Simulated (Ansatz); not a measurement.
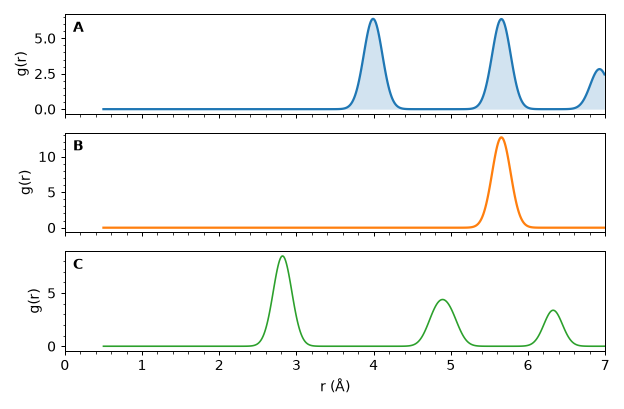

Partial pair correlation functions g(r) computed from the static structure of Ca2GeF6, each distance broadened by a Gaussian of σ = 0.12 Å. It is based on the geometry relaxed with DFT PBE, scalar-relativistic, plane waves, PAW (Ansatz); the starting structure was generated, so it need not be a known form of this composition.

```cif
data_structure
_symmetry_space_group_name_H-M 'Fm-3m'
_symmetry_Int_Tables_number 225
_cell_length_a 8.0034
_cell_length_b 8.0034
_cell_length_c 8.0034
_cell_angle_alpha 90.000
_cell_angle_beta 90.000
_cell_angle_gamma 90.000
_cell_volume 512.65
loop_
_atom_site_label
_atom_site_type_symbol
_atom_site_symmetry_multiplicity
_atom_site_Wyckoff_symbol
_atom_site_fract_x
_atom_site_fract_y
_atom_site_fract_z
_atom_site_occupancy
Ca1 Ca 8 c 0.25000 0.75000 0.75000 1
Ge1 Ge 4 a 0.00000 0.00000 0.00000 1
F1 F 24 e 0.26295 0.00000 0.00000 1
```

Question: The panels are unlabelled. Name the pair for each.

Answer: panel A is Ca–Ca (first distance 4.00 Å); panel B is Ge–Ge (first distance 5.66 Å); panel C is Ca–F (first distance 2.83 Å).

Question: Give the first two coordination shells of each pair (distances closer than 0.12 Å counted as one shell; neighbours averaged over all atoms of the first element).

Answer:
```tsv
pair	first shell (Å)	neighbours in it	second shell (Å)	neighbours in the second
Ca–Ca	4.00	6 Ca per Ca	5.66	12
Ge–Ge	5.66	12 Ge per Ge	beyond the range	–
Ca–F	2.83	12 F per Ca	4.82	12
```
